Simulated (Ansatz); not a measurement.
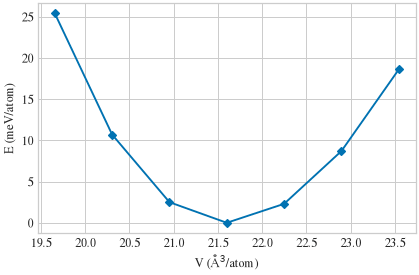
*Mg (hcp (Mg type), P6_3/mmc) under volume change, the program Ansatz at the LDA level (PAW), shape and atoms relaxed at each volume.*

Task: What does a third-order Birch–Murnaghan fit give for V₀, B₀ and B′?

Result: V₀ = 21.60 Å³/atom, B₀ = 39.6 GPa, B′ = 4.1.

Symmetry was held in the LDA relaxation.

Potentials: the later of the program's two PAW sets.
